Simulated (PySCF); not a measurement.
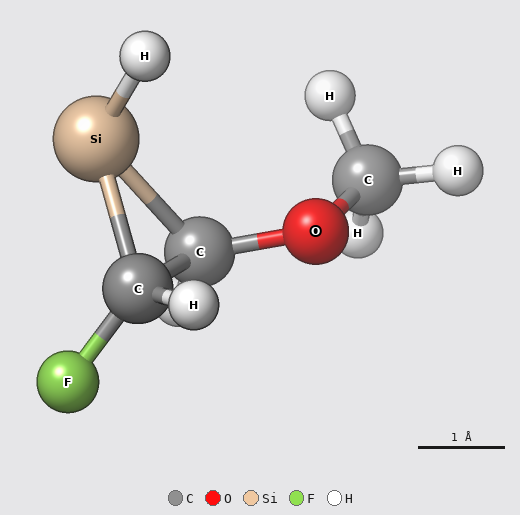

Fig. 1: The structure (ball-and-stick view, seen at a tilt). Bond lengths as drawn: C–C 1.53 Å, C–F 1.38 Å, C–H 1.09 to 1.10 Å, C–O 1.39 to 1.40 Å, C–Si 1.91 to 1.92 Å and H–Si 1.46 Å.

## EPR calculation, with input and output: C3H6FOSi

C3H6FOSi, multiplicity 2, computed with UKS B3LYP, pcH-1 on C F H O Si, non-relativistic, mean-field spin-orbit, GIAO (PySCF 2.14.0).

It belongs to a series of runs on one base structure; here: H removed from Si.

### Log
```
UKS, coarse grid
  cycle   1  E = -582.29555737  |g| = 5.10e-01
  cycle   2  E = -581.91352125  |g| = 1.06e+00
  cycle   3  E = -582.37379846  |g| = 1.78e-01
  cycle   4  E = -582.38619037  |g| = 7.38e-02
  cycle   5  E = -582.38773887  |g| = 1.79e-02
  cycle   6  E = -582.38787145  |g| = 7.98e-03
  cycle   7  E = -582.38790800  |g| = 2.85e-03
  cycle   8  E = -582.38791475  |g| = 1.16e-03
  cycle   9  E = -582.38791791  |g| = 3.84e-04
UKS, final grid
  cycle   1  E = -582.38794238  |g| = 4.42e-04
  cycle   2  E = -582.38794246  |g| = 5.43e-04
  cycle   3  E = -582.38794263  |g| = 1.32e-04
  cycle   4  E = -582.38794267  |g| = 1.06e-04
  cycle   5  E = -582.38794269  |g| = 3.79e-05
  cycle   6  E = -582.38794269  |g| = 9.56e-06
E = -582.38794269 Eh   <S^2> = 0.7530 (exact 0.7500)
g shifts (ppm)      1          2          3
  rmc          -163       -163       -163
  gc             22         92         54
  oz_so        -206       1868      11553
  total        -346       1797      11445
hyperfine (MHz)  atom isotope    a_iso     a_fc   dipolar eigenvalues
    0   13C       1.57       1.57     -0.62     -0.43      1.05
    1   17O      -4.87      -4.82    -30.18     14.60     15.58
    2   13C      24.00      23.92    -13.85    -13.04     26.89
    3  29Si    -520.82    -521.00   -149.16     69.89     79.27
    4   13C     -11.41     -11.45     -4.64     -3.59      8.23
    5   19F      64.76      63.71    -39.84    -26.41     66.26
    6    1H      -0.47      -0.47     -1.44     -1.12      2.56
    7    1H       5.52       5.52     -1.64     -1.04      2.67
    8    1H       8.88       8.88     -1.96     -1.13      3.09
    9    1H     -11.40     -11.43     -5.37     -3.13      8.50
   10    1H     107.75     107.69     -7.54      0.60      6.94
   11    1H      -3.94      -3.93     -3.86     -0.74      4.60
```

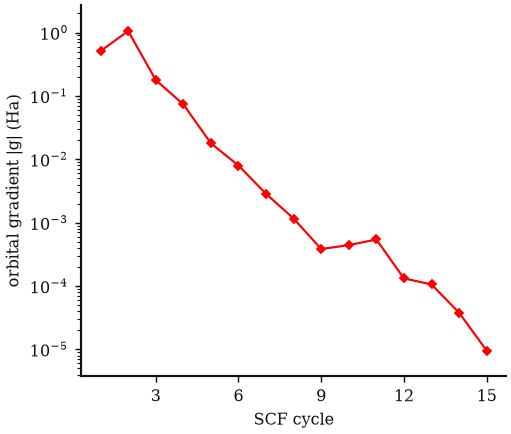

Fig. 2: Convergence of the self-consistent field: orbital gradient |g| against the SCF cycle. All cycles printed in the log are drawn one after another.

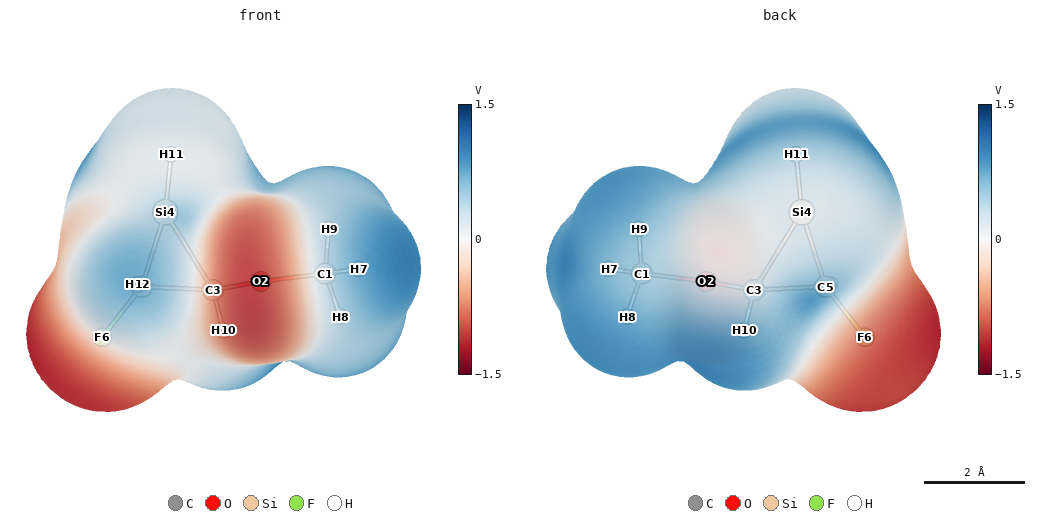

Fig. 3: The electrostatic potential painted on the density surface at 0.002 e/bohr³, seen face on and from behind; red is negative and blue positive.

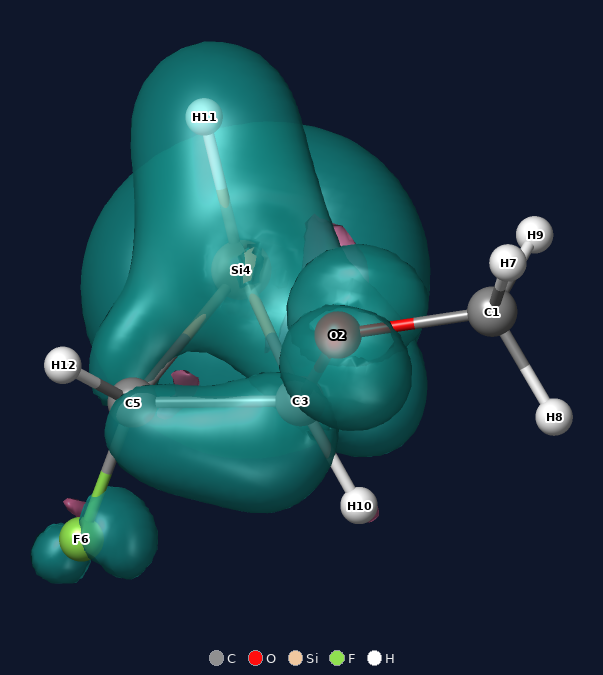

Fig. 4: Isosurfaces of the spin density (α minus β) at +0.01 (teal) and −0.01 e/Å³ (pink), seen at a tilt. The unpaired spin (1 electron) lies mostly on Si4 (about 0.7), C3 (about 0.1) and O2 (about 0.1), in electrons by Hirshfeld's partition.

This output came from the following input.

### The input
```
{"job": {"kind": "epr", "basis": "pcH-1"}, "charge": 0, "multiplicity": 2}
C      1.802897     0.651688     0.114092
O      0.667447     0.152013     0.772822
C     -0.216384    -0.510335    -0.070241
Si    -1.692157     0.509881    -0.761479
C     -1.562749    -0.845809     0.575649
F     -1.964186    -2.142673     0.351497
H      2.426968     1.117787     0.873861
H      2.361718    -0.152790    -0.378155
H      1.518727     1.396851    -0.640029
H      0.238711    -1.313805    -0.648868
H     -1.963454     1.781707    -0.093871
H     -1.616340    -0.645201     1.643415
```

The first line tells a small driver script what to run in PySCF; the rest is the geometry in Å.

Launched with:
```bash
OMP_NUM_THREADS=1 python <driver script> task.json out
```

### Summary

```csv
quantity,value
outcome,converged
total energy,−582.387943 hartree
⟨S²⟩,0.753
isotropic g,2.0066
hardware,"1 CPU thread, shared host"
wall time,45 s
peak memory,0.76 GiB
```
